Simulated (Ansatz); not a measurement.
Nudged elastic band of TaHBrCl5

The run: nudged elastic band of TaHBrCl5. Method and program: RHF/def2-SVP (Ansatz 0.2.0).

It belongs to a series of runs on one base structure; here: band between the two ends. Figures and captions count atoms from 1; the log counts them from 0 in places.

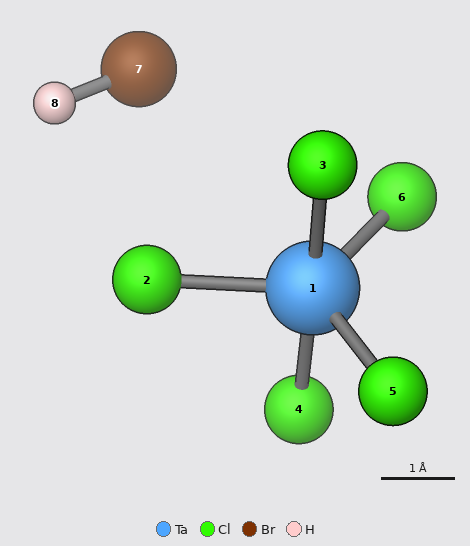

Fig. 1: The starting structure (ball-and-stick view, seen at a tilt; atoms are numbered from 1 in the order of the input). Sticks mark near contacts. Bond lengths as drawn: Br–H 1.41 Å and Cl–Ta 2.29 to 2.35 Å.

## Input
```yaml
crystal:
  periodic: [false, false, false]
  atoms:
    - { symbol: Ta, position_ang: [-0.298489, 0.453122, -0.004677] }
    - { symbol: Cl, position_ang: [1.986995, 0.525829, 0.298987] }
    - { symbol: Cl, position_ang: [-0.587376, 0.924876, 2.274347] }
    - { symbol: Cl, position_ang: [0.043806, -0.039384, -2.271848] }
    - { symbol: Cl, position_ang: [-1.410251, 2.378972, -0.565635] }
    - { symbol: Cl, position_ang: [-1.528223, -1.469246, 0.234437] }
    - { symbol: Br, position_ang: [2.110096, -3.634786, 1.179644] }
    - { symbol: H, position_ang: [3.269242, -2.834584, 1.179844] }
basis:
  gaussian: { orbitals: def2-SVP }
hamiltonian:
  xc: hf
neb:
  order_check: false
  images: 9
  f_tol: 0.05
  max_iterations: 60
  final_atoms:
    - { symbol: Ta, position_ang: [-0.6542249, -0.37515705, 0.11871458] }
    - { symbol: Cl, position_ang: [3.90512237, -0.02130156, 0.67502482] }
    - { symbol: Cl, position_ang: [0.06162004, 0.53033714, 2.10290082] }
    - { symbol: Cl, position_ang: [0.59666571, -0.28916129, -1.80402078] }
    - { symbol: Cl, position_ang: [-1.64609811, 1.66869749, -0.44566432] }
    - { symbol: Cl, position_ang: [-2.70209425, -1.40447313, 0.05402924] }
    - { symbol: Br, position_ang: [0.44170715, -2.57128703, 0.72962215] }
    - { symbol: H, position_ang: [3.58310199, -1.23285557, 0.8944925] }
  initial_path:
    images:
      - { positions_ang: [[-0.298489, 0.453122, -0.004677], [1.986995, 0.525829, 0.298987], [-0.587376, 0.924876, 2.274347], [0.043806, -0.039384, -2.271848], [-1.410251, 2.378972, -0.565635], [-1.528223, -1.469246, 0.234437], [2.110096, -3.634786, 1.179644], [3.269242, -2.834584, 1.179844]] }
      - { positions_ang: [[-0.23652443, 0.36255012, -0.00701742], [2.15572228, 0.41369024, 0.24635863], [-0.47667147, 0.74880969, 2.3100397], [0.046349, -0.04031105, -2.31459214], [-1.36740332, 2.33400494, -0.46792822], [-1.4727193, -1.59996556, 0.18726967], [1.86482365, -3.37853502, 1.25035277], [3.07222359, -2.53544436, 1.12061602]] }
      - { positions_ang: [[-0.17455987, 0.27197825, -0.00935785], [2.32444955, 0.30155148, 0.19373026], [-0.36596694, 0.57274338, 2.34573239], [0.048892, -0.04123809, -2.35733628], [-1.32455563, 2.28903787, -0.37022144], [-1.4172156, -1.73068512, 0.14010234], [1.61955129, -3.12228404, 1.32106154], [2.87520519, -2.23630472, 1.06138804]] }
      - { positions_ang: [[-0.1125953, 0.18140637, -0.01169827], [2.49317683, 0.18941272, 0.14110188], [-0.2552624, 0.39667707, 2.38142509], [0.051435, -0.04216514, -2.40008042], [-1.28170795, 2.24407081, -0.27251465], [-1.36171189, -1.86140469, 0.09293501], [1.37427894, -2.86603306, 1.39177031], [2.67818678, -1.93716508, 1.00216006]] }
      - { positions_ang: [[-0.05063074, 0.09083449, -0.01403869], [2.66190411, 0.07727395, 0.08847351], [-0.14455787, 0.22061077, 2.41711778], [0.053978, -0.04309218, -2.44282456], [-1.23886027, 2.19910374, -0.17480787], [-1.30620819, -1.99212425, 0.04576768], [1.12900659, -2.60978208, 1.46247908], [2.48116838, -1.63802544, 0.94293207]] }
      - { positions_ang: [[0.01133383, 0.00026261, -0.01637911], [2.83063138, -0.03486481, 0.03584514], [-0.03385334, 0.04454446, 2.45281048], [0.056521, -0.04401923, -2.4855687], [-1.19601259, 2.15413668, -0.07710109], [-1.25070449, -2.12284381, -0.00139965], [0.88373423, -2.3535311, 1.53318785], [2.28414997, -1.3388858, 0.88370409]] }
      - { positions_ang: [[-0.12177792, -0.07482132, 0.01063963], [3.04552958, -0.03215216, 0.16368107], [-0.01475866, 0.14170299, 2.38282855], [0.16454994, -0.09304764, -2.34925912], [-1.28602969, 2.05704884, -0.15081374], [-1.54098244, -1.97916968, 0.00968612], [0.79532882, -2.39708229, 1.37247471], [2.54394038, -1.31767976, 0.88586177]] }
      - { positions_ang: [[-0.25488966, -0.14990525, 0.03765836], [3.26042778, -0.02943951, 0.29151701], [0.00433601, 0.23886153, 2.31284662], [0.27257888, -0.14207605, -2.21294953], [-1.3760468, 1.959961, -0.22452638], [-1.83126039, -1.83549554, 0.0207719], [0.7069234, -2.44063347, 1.21176157], [2.80373078, -1.29647371, 0.88801945]] }
      - { positions_ang: [[-0.38800141, -0.22498918, 0.0646771], [3.47532597, -0.02672686, 0.41935294], [0.02343069, 0.33602007, 2.24286468], [0.38060783, -0.19110446, -2.07663995], [-1.4660639, 1.86287317, -0.29823903], [-2.12153835, -1.6918214, 0.03185768], [0.61851799, -2.48418466, 1.05104843], [3.06352118, -1.27526766, 0.89017714]] }
      - { positions_ang: [[-0.52111316, -0.30007312, 0.09169584], [3.69022417, -0.02401421, 0.54718888], [0.04252537, 0.4331786, 2.17288275], [0.48863677, -0.24013288, -1.94033036], [-1.55608101, 1.76578533, -0.37195168], [-2.4118163, -1.54814727, 0.04294346], [0.53011257, -2.52773584, 0.89033529], [3.32331159, -1.25406162, 0.89233482]] }
      - { positions_ang: [[-0.6542249, -0.37515705, 0.11871458], [3.90512237, -0.02130156, 0.67502482], [0.06162004, 0.53033714, 2.10290082], [0.59666571, -0.28916129, -1.80402078], [-1.64609811, 1.66869749, -0.44566432], [-2.70209425, -1.40447313, 0.05402924], [0.44170715, -2.57128703, 0.72962215], [3.58310199, -1.23285557, 0.8944925]] }
```

Launched with:
```bash
ansatz run input.yaml --threads 4 --pin off --max-ram 5120MiB --backend cpu --events-out ev --progress --plain --runs-dir out
```

## The program's output
```
Engine: ansatz 0.2.0, aarch64-unknown-linux-gnu
Functional definition: HF
  exchange = exact_x
  correlation = 0
1592 factors; integrals over basis functions are off by at most 3.1e-4 eV
mean field evaluation 1: about -134040.2348 eV, gradient 4.7e1 eV
mean field evaluation 2: about -134040.4448 eV, gradient 4.7e1 eV
mean field evaluation 4: about -134046.8423 eV, gradient 2.8e0 eV
mean field evaluation 8: about -134046.9057 eV, gradient 3.9e-1 eV
mean field -134046.90702735 eV, -4926.1329729981 hartree, gradient 1.5e-5 eV, S^2 0.000000; 0 other end points of the search recorded, 0 dependent functions left out
the calculation of the forces begins
reference -134046.90702735 eV, -4926.1329729981 hartree; 67, 67 occupied and 92, 92 virtual orbitals, 1592 factors
1594 factors; integrals over basis functions are off by at most 7.2e-4 eV
mean field evaluation 16: about -134040.2936 eV, gradient 4.7e1 eV
mean field -134046.79051637 eV, -4926.1286912987 hartree, gradient 1.7e-5 eV, S^2 0.000000; 0 other end points of the search recorded, 0 dependent functions left out
[... from here on the field's lines of each further geometry are left out, up to the last ...]
NEB iter   1: max|band force component| = 5.088e0 eV/Å  barrier→ = 5.8543 eV  barrier← = 5.7377 eV  Δτ_max = 0.2000 Å  (590 SCF iters)
NEB iter   2: max|band force component| = 2.695e0 eV/Å  barrier→ = 3.7654 eV  barrier← = 3.6489 eV  Δτ_max = 0.1969 Å  (397 SCF iters)
NEB iter   3: max|band force component| = 2.162e0 eV/Å  barrier→ = 2.9076 eV  barrier← = 2.7911 eV  Δτ_max = 0.1997 Å  (368 SCF iters)
NEB iter   4: max|band force component| = 1.915e0 eV/Å  barrier→ = 1.9611 eV  barrier← = 1.8446 eV  Δτ_max = 0.2000 Å  (361 SCF iters)
NEB iter   5: max|band force component| = 2.389e0 eV/Å  barrier→ = 1.8433 eV  barrier← = 1.7268 eV  Δτ_max = 0.1016 Å  (365 SCF iters)
NEB iter   6: max|band force component| = 8.349e-1 eV/Å  barrier→ = 1.3523 eV  barrier← = 1.2358 eV  Δτ_max = 0.2000 Å  (363 SCF iters)
NEB iter   7: max|band force component| = 5.742e-1 eV/Å  barrier→ = 1.1764 eV  barrier← = 1.0599 eV  Δτ_max = 0.2000 Å  (361 SCF iters)
NEB iter   8: max|band force component| = 1.047e0 eV/Å  barrier→ = 0.9877 eV  barrier← = 0.8712 eV  Δτ_max = 0.1005 Å  (355 SCF iters)
NEB iter   9: max|band force component| = 6.301e-1 eV/Å  barrier→ = 0.8680 eV  barrier← = 0.7515 eV  Δτ_max = 0.1012 Å  (361 SCF iters)
NEB iter  10: max|band force component| = 5.046e-1 eV/Å  barrier→ = 0.7641 eV  barrier← = 0.6476 eV  Δτ_max = 0.1016 Å  (363 SCF iters)
NEB iter  11: max|band force component| = 1.318e0 eV/Å  barrier→ = 0.7591 eV  barrier← = 0.6426 eV  CI = image 5  Δτ_max = 0.1020 Å  (362 SCF iters)
NEB iter  12: max|band force component| = 1.072e0 eV/Å  barrier→ = 0.9353 eV  barrier← = 0.8188 eV  CI = image 5  Δτ_max = 0.2000 Å  (361 SCF iters)
NEB iter  13: max|band force component| = 8.125e-1 eV/Å  barrier→ = 1.1413 eV  barrier← = 1.0248 eV  CI = image 5  Δτ_max = 0.1991 Å  (359 SCF iters)
NEB iter  14: max|band force component| = 4.466e-1 eV/Å  barrier→ = 1.1406 eV  barrier← = 1.0241 eV  CI = image 5  Δτ_max = 0.0910 Å  (367 SCF iters)
NEB iter  15: max|band force component| = 2.510e-1 eV/Å  barrier→ = 1.1259 eV  barrier← = 1.0094 eV  CI = image 5  Δτ_max = 0.0491 Å  (365 SCF iters)
NEB iter  16: max|band force component| = 1.372e-1 eV/Å  barrier→ = 1.1158 eV  barrier← = 0.9993 eV  CI = image 5  Δτ_max = 0.0369 Å  (366 SCF iters)
NEB iter  17: max|band force component| = 1.013e-1 eV/Å  barrier→ = 1.1125 eV  barrier← = 0.9960 eV  CI = image 5  Δτ_max = 0.0202 Å  (368 SCF iters)
NEB iter  18: max|band force component| = 6.365e-2 eV/Å  barrier→ = 1.1112 eV  barrier← = 0.9947 eV  CI = image 5  Δτ_max = 0.1011 Å  (350 SCF iters)
NEB iter  19: max|band force component| = 9.157e-2 eV/Å  barrier→ = 1.1107 eV  barrier← = 0.9942 eV  CI = image 5  Δτ_max = 0.0508 Å  (368 SCF iters)
the calculation of the forces begins
reference -134046.77931794 eV, -4926.1282797640 hartree; 67, 67 occupied and 92, 92 virtual orbitals, 1593 factors
1595 factors; integrals over basis functions are off by at most 1.3e-3 eV
mean field -134045.79649249 eV, -4926.0921615946 hartree, gradient 1.6e-5 eV, S^2 0.000000; 1 other end points of the search recorded, 0 dependent functions left out
the calculation of the forces begins
reference -134045.79649249 eV, -4926.0921615946 hartree; 67, 67 occupied and 92, 92 virtual orbitals, 1595 factors
NEB iter  20: max|band force component| = 3.990e-2 eV/Å  barrier→ = 1.1105 eV  barrier← = 0.9940 eV  CI = image 5  Δτ_max = 0.0000 Å  (697 SCF iters)
```

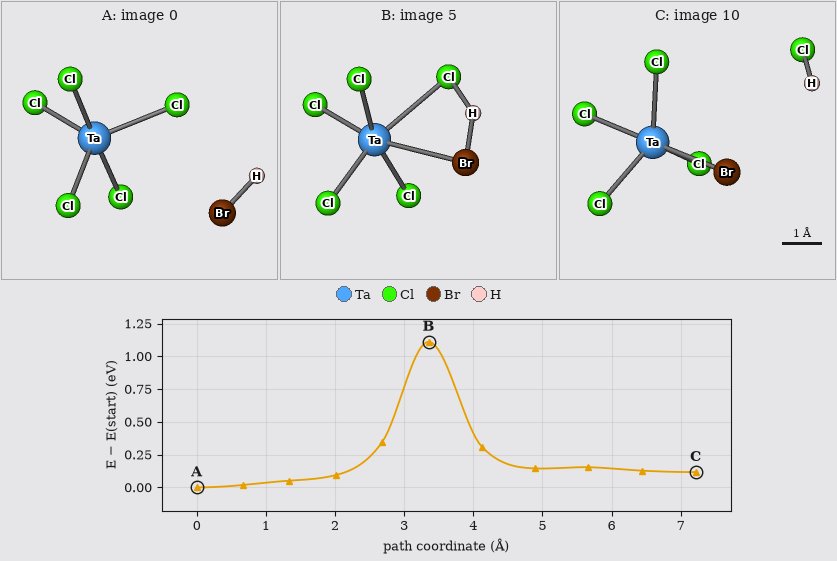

Fig. 2: Images of the last band (counted from 0; ball-and-stick, seen at a tilt) above the energy along the path; the line is a cubic interpolation that uses the forces. The highest image is number 5, 1.111 eV above the start and 0.994 eV above the end (the climbing image); the end lies 0.117 eV above the start. The path is 7.22 Å long. The band converged in 20 iterations.

```
Total energy: -134045.79649249 eV, -4926.0921615946 hartree
Atom 0 at    -0.095888    -0.249791     0.176979 Å, force    -0.011295    -0.021896     0.009804 eV/Å
Atom 1 at     2.419935     0.447566     0.386792 Å, force     0.005282    -0.007178     0.002329 eV/Å
Atom 2 at    -0.172996     0.087113     2.484134 Å, force     0.004546     0.000016    -0.002954 eV/Å
Atom 3 at     0.444308    -0.769565    -2.031678 Å, force    -0.002180    -0.003257    -0.006614 eV/Å
Atom 4 at    -0.801435     1.859890    -0.320740 Å, force    -0.004882     0.014908    -0.001377 eV/Å
Atom 5 at    -2.043644    -1.441081     0.138801 Å, force     0.010813     0.006485    -0.003814 eV/Å
Atom 6 at     1.459812    -2.521766     0.818519 Å, force     0.002169     0.002144    -0.000231 eV/Å
Atom 7 at     2.375709    -1.107567     0.672293 Å, force    -0.004453     0.008779     0.002857 eV/Å
Dipole moment:    -0.025515     0.016876    -0.007751 e Å
this run last wrote the band of iteration 20 to [file]
```

## The last band as extended XYZ (Å, eV, eV/Å)
```
8
Properties=species:S:1:pos:R:3:forces:R:3 image=0 energy=-134046.90703
Ta   -0.2985    0.4531   -0.0047    0.0107   0.0122   0.0078
Cl    1.9870    0.5258    0.2990   -0.0018  -0.0022  -0.0048
Cl   -0.5874    0.9249    2.2743   -0.0004  -0.0027  -0.0015
Cl    0.0438   -0.0394   -2.2718   -0.0026  -0.0007   0.0090
Cl   -1.4103    2.3790   -0.5656   -0.0022   0.0054  -0.0067
Cl   -1.5282   -1.4692    0.2344   -0.0068  -0.0109  -0.0045
Br    2.1101   -3.6348    1.1796    0.0188   0.0119   0.0003
H     3.2692   -2.8346    1.1798   -0.0157  -0.0130   0.0004
8
Properties=species:S:1:pos:R:3:forces:R:3 image=1 energy=-134046.88825
Ta   -0.2291    0.3518    0.0234   -0.0152   0.0232  -0.0043
Cl    2.0650    0.5536    0.2885    0.0041  -0.0126   0.0019
Cl   -0.4512    0.7058    2.3300   -0.0121   0.0202  -0.0072
Cl    0.1547   -0.2365   -2.2123   -0.0107   0.0209  -0.0068
Cl   -1.2979    2.2896   -0.5212   -0.0015  -0.0042   0.0012
Cl   -1.6225   -1.4736    0.2167    0.0092  -0.0101   0.0032
Br    1.9182   -3.3618    1.0701    0.0201  -0.0179   0.0086
H     3.0486   -2.5241    1.1300    0.0061  -0.0195   0.0034
8
Properties=species:S:1:pos:R:3:forces:R:3 image=2 energy=-134046.85558
Ta   -0.1742    0.2719    0.0436    0.0062   0.0112   0.0012
Cl    2.1050    0.7335    0.2712   -0.0116  -0.0040  -0.0001
Cl   -0.3166    0.4378    2.3724   -0.0079   0.0142   0.0026
Cl    0.3200   -0.4965   -2.1091   -0.0062   0.0103  -0.0121
Cl   -1.2199    2.2023   -0.5072   -0.0034   0.0027  -0.0014
Cl   -1.7866   -1.3948    0.1623    0.0030  -0.0063   0.0012
Br    1.7225   -3.0824    1.0197    0.0230  -0.0028   0.0046
H     2.9355   -2.3669    1.0721   -0.0030  -0.0253   0.0039
8
Properties=species:S:1:pos:R:3:forces:R:3 image=3 energy=-134046.81313
Ta   -0.1090    0.1454    0.0811   -0.0117   0.0385  -0.0092
Cl    2.1544    0.7610    0.2823   -0.0242   0.0275  -0.0105
Cl   -0.2202    0.2250    2.4133   -0.0061   0.0168  -0.0077
Cl    0.4307   -0.7206   -2.0205   -0.0047   0.0187  -0.0019
Cl   -1.0834    2.1035   -0.4795   -0.0396   0.0241  -0.0110
Cl   -1.9056   -1.3399    0.1335    0.0100   0.0058   0.0017
Br    1.5863   -2.8453    0.9676    0.0311  -0.0369   0.0112
H     2.7326   -2.0244    0.9472    0.0451  -0.0946   0.0273
8
Properties=species:S:1:pos:R:3:forces:R:3 image=4 energy=-134046.56090
Ta   -0.0565   -0.0292    0.1306    0.0636   0.2533  -0.0512
Cl    2.2446    0.6428    0.3164   -0.2293   0.2513  -0.0765
Cl   -0.1894    0.1232    2.4604    0.0001   0.0027  -0.0052
Cl    0.4487   -0.8019   -2.0186   -0.0164  -0.0008   0.0096
Cl   -0.9135    1.9819   -0.4077   -0.1785   0.1365  -0.0522
Cl   -1.9564   -1.3810    0.1420    0.1039   0.0266   0.0011
Br    1.5266   -2.6410    0.8945    0.1254  -0.1217   0.0418
H     2.4816   -1.5900    0.8075    0.1311  -0.5478   0.1325
8
Properties=species:S:1:pos:R:3:forces:R:3 image=5 energy=-134045.79649
Ta   -0.0959   -0.2498    0.1770   -0.0113  -0.0219   0.0098
Cl    2.4199    0.4476    0.3868    0.0053  -0.0072   0.0023
Cl   -0.1730    0.0871    2.4841    0.0045   0.0000  -0.0030
Cl    0.4443   -0.7696   -2.0317   -0.0022  -0.0033  -0.0066
Cl   -0.8014    1.8599   -0.3207   -0.0049   0.0149  -0.0014
Cl   -2.0436   -1.4411    0.1388    0.0108   0.0065  -0.0038
Br    1.4598   -2.5218    0.8185    0.0022   0.0021  -0.0002
H     2.3757   -1.1076    0.6723   -0.0045   0.0088   0.0029
8
Properties=species:S:1:pos:R:3:forces:R:3 image=6 energy=-134046.59649
Ta   -0.2224   -0.4646    0.2050   -0.1154  -0.1714   0.0083
Cl    2.6064    0.4635    0.3971    0.1321  -0.0048   0.0342
Cl   -0.1705    0.0546    2.4839    0.0034  -0.0051  -0.0093
Cl    0.4230   -0.7601   -2.0226   -0.0149  -0.0141  -0.0014
Cl   -0.6738    1.7743   -0.2623    0.0642  -0.0797   0.0306
Cl   -2.2785   -1.3811    0.1027   -0.1516   0.0161  -0.0269
Br    1.1058   -2.5996    0.7641   -0.2400  -0.0353  -0.0199
H     2.7958   -0.7822    0.6572    0.3222   0.2943  -0.0156
8
Properties=species:S:1:pos:R:3:forces:R:3 image=7 energy=-134046.76219
Ta   -0.3934   -0.5485    0.1950    0.0011  -0.0046   0.0011
Cl    2.8428    0.5156    0.4245    0.0147  -0.0052   0.0033
Cl   -0.2878   -0.0053    2.4648   -0.0036  -0.0054  -0.0014
Cl    0.3095   -0.8527   -2.0122   -0.0064  -0.0006   0.0005
Cl   -0.5309    1.7330   -0.2546   -0.0004  -0.0012  -0.0018
Cl   -2.5368   -1.2444    0.0411   -0.0083   0.0024  -0.0021
Br    0.8551   -2.6629    0.7606   -0.0106  -0.0041   0.0022
H     3.3272   -0.6299    0.7060    0.0135   0.0188  -0.0018
8
Properties=species:S:1:pos:R:3:forces:R:3 image=8 energy=-134046.75300
Ta   -0.5161   -0.5231    0.1697   -0.0075   0.0081   0.0299
Cl    3.2303    0.4222    0.4595    0.0255   0.0100  -0.0001
Cl   -0.0702    0.1331    2.3511   -0.0086  -0.0094  -0.0065
Cl    0.4587   -0.7062   -1.9254    0.0052  -0.0057  -0.0210
Cl   -0.9044    1.7294   -0.3175   -0.0044   0.0006  -0.0030
Cl   -2.6609   -1.2379    0.0418   -0.0029   0.0007   0.0005
Br    0.5440   -2.7408    0.7383   -0.0053  -0.0044   0.0004
H     3.5044   -0.7719    0.8076   -0.0020   0.0001  -0.0002
8
Properties=species:S:1:pos:R:3:forces:R:3 image=9 energy=-134046.77932
Ta   -0.6201   -0.4762    0.1471   -0.0104   0.0015  -0.0017
Cl    3.6640    0.2878    0.5329    0.0161  -0.0041   0.0031
Cl    0.0802    0.2795    2.2071    0.0055   0.0064  -0.0054
Cl    0.5718   -0.5297   -1.8216    0.0061   0.0061   0.0045
Cl   -1.2985    1.7034   -0.3719   -0.0187  -0.0018  -0.0013
Cl   -2.7605   -1.2639    0.0410   -0.0014  -0.0034   0.0011
Br    0.3002   -2.7568    0.7202   -0.0043  -0.0002  -0.0017
H     3.6486   -0.9393    0.8703    0.0072  -0.0046   0.0015
8
Properties=species:S:1:pos:R:3:forces:R:3 image=10 energy=-134046.79052
Ta   -0.6542   -0.3752    0.1187    0.0002  -0.0013   0.0002
Cl    3.9051   -0.0213    0.6750    0.0007  -0.0007   0.0003
Cl    0.0616    0.5303    2.1029   -0.0003   0.0008   0.0003
Cl    0.5967   -0.2892   -1.8040   -0.0001   0.0006  -0.0004
Cl   -1.6461    1.6687   -0.4457   -0.0002  -0.0009   0.0001
Cl   -2.7021   -1.4045    0.0540    0.0003   0.0000  -0.0001
Br    0.4417   -2.5713    0.7296   -0.0004   0.0017  -0.0003
H     3.5831   -1.2329    0.8945   -0.0001  -0.0002  -0.0003
```

## Summary

| quantity | value |
| --- | --- |
| outcome | converged |
| barrier, forward | 1.111 eV |
| barrier, backward | 0.994 eV |
| hardware | 4 threads of Arm Neoverse V2, 24 GiB of memory available, shared host |
| wall time | 8.2 min (CPU time 31 min) |
| peak memory | 0.64 GiB |

## Remarks

The order of the saddle point was not checked.
